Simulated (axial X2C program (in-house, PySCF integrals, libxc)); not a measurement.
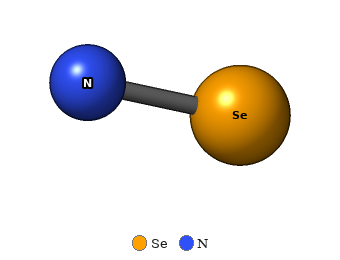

Fig. 1: The molecule at the reference distance of 1.745 Å.

SeN⁻: relativistic diatomic calculation

- system: SeN⁻, single determinant with Ω = 0 (not the lowest found). The distance is the PBE0 minimum at charge −1.
- method: expectation values, HF and Kohn-Sham, two-component X2C with atomic mean-field Coulomb and Gaunt terms, Se dyall-acv3z, N dyall-av3z (cores contracted) (axial X2C program (in-house, PySCF integrals, libxc))

## Log
```
two-component X2C + atomic mean field  PBE0
basis functions 175  fitting functions 943  grid points 5073
iter        total energy     max residual
   1      -2483.535054533     5.83e-06
   2      -2483.535054535     2.60e-06
   3      -2483.535054536     3.93e-06
converged
one-electron -3606.10607226  Coulomb 1146.55882827  exact exchange -23.36608229  xc functional -71.89810820  nuclear repulsion 72.17431301  atomic mean-field constant -0.89793306
```

## Expectation values by level of theory

```csv
quantity,PBE0,HF,BHandHLYP,r2SCAN,BP86
effective field for an electron dipole moment (GV/cm),–,–,–,–,–
field gradient at the first nucleus (a.u.),2.19,3.63,2.71,1.97,1.92
field gradient at the second nucleus (a.u.),0.170,−0.177,0.0586,0.240,0.232
"A∥/gI, first nucleus (MHz)",–,–,–,–,–
"A∥/gI, second nucleus (MHz)",–,–,–,–,–
```

Each column comes from one determinant, in a basis with contracted cores. A dash marks a value that vanishes by symmetry, wasn't computed or didn't converge. The levels disagree widely: the field gradient at the second nucleus runs from −0.177 to 0.240 a.u. These values aren't reliable properties of the molecule.

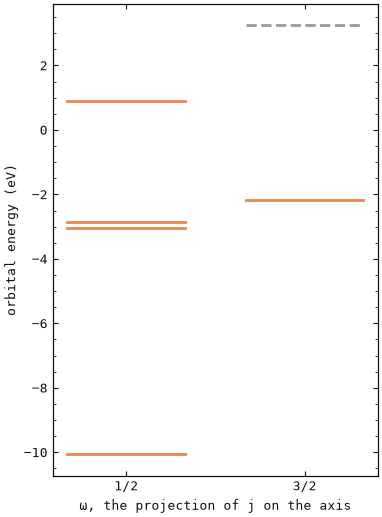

Fig. 2: Orbital energies (PBE0) near the frontier at 1.75 Å, filled (solid) and empty (dashed); the Kramers partners at −ω are degenerate and not drawn. The highest filled spinor (1/2; 40 % N p, 35 % Se p) lies at 0.91 eV, the lowest empty one (3/2; 41 % N p, 32 % Se p) at 3.24 eV. A filled level above zero is held only by the finite basis .

## Input file
```
{"zs": [34, 7], "q": -1, "bas": ["dyall-acv3z", "dyall-av3z"], "r0": 1.67, "levels": ["PBE0", "HF", "BHandHLYP", "r2SCAN", "BP86"], "nst": 3}
```

The line is the task of a batch: nuclear charges, charge, bases, the levels to run, a first guess of the distance and further settings. This report covers the levels named above. The log is that of the reference distance, started from orbitals converged before.

The run was one of a batch that the task file lists, launched with:
```bash
python <driver script> task.json out
```

## Summary

- outcome: converged; the levels of theory disagree widely; a filled level lies above zero
- hardware: 1 thread of Arm Neoverse V2, 24 GiB of memory available, shared host
- wall time: 1.3 s
- peak memory: 0.32 GiB

## Notes

The highest filled level (PBE0, up to 0.91 eV) lies above zero. That is common for anions, where the functional's self-interaction leaves the outer electrons unbound; only the finite basis holds them, so such levels depend on it.
